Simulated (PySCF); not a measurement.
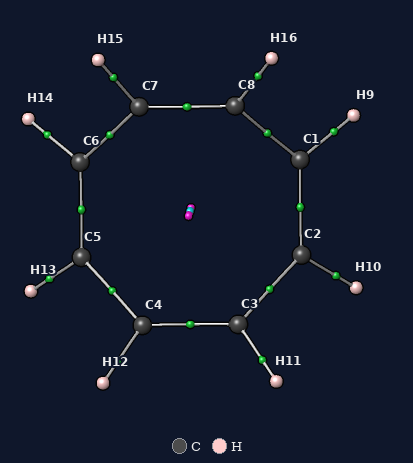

Figure. C₈H₈, SMILES `C1=CC=CC=CC=C1`. Molecular graph of the electron density (QTAIM): bond paths, bond critical points (green), ring points (magenta, if any) and cage points (cyan); weak paths are dashed.

Level of theory: PBE/def2-SVPD (PySCF), at a geometry from GFN2-xTB. No frequency check shows the geometry to be a minimum.

Cartesian coordinates (Å):

```
C1       1.5915    0.4676   -0.4132
C2       1.4250   -0.8492   -0.4126
C3       0.4673   -1.5918    0.4121
C4      -0.8494   -1.4245    0.4135
C5      -1.5915   -0.4670   -0.4124
C6      -1.4251    0.8486   -0.4130
C7      -0.4678    1.5919    0.4122
C8       0.8500    1.4246    0.4138
H9       2.3800    0.9066   -1.0150
H10      2.0792   -1.4712   -1.0139
H11      0.9067   -2.3809    1.0126
H12     -1.4709   -2.0789    1.0151
H13     -2.3803   -0.9056   -1.0140
H14     -2.0799    1.4693   -1.0150
H15     -0.9068    2.3809    1.0132
H16      1.4719    2.0786    1.0154
```

**How many critical points of each kind are there, and does the count close?**

16 nuclei, 16 bond, 2 ring and 1 cage critical points: 16 − 16 + 2 − 1 = 1, as the Poincaré–Hopf relation requires.

**Give the properties at the bond critical points.**

```tsv
bond	length (Å)	ρ (a.u.)	∇²ρ (a.u.)	ε	H (a.u.)
C5–C6 (4 alike)	1.326	0.340	−0.88	0.35	−0.359
C2–H10 (8 alike)	1.085	0.278	−1.02	0.01	−0.298
C2–C3 (4 alike)	1.466	0.268	−0.63	0.06	−0.225
```

**What kind of interaction is C2–H10?**

Shared-shell (covalent): ρ = 0.278, ∇²ρ = −1.02, H = −0.298 a.u.
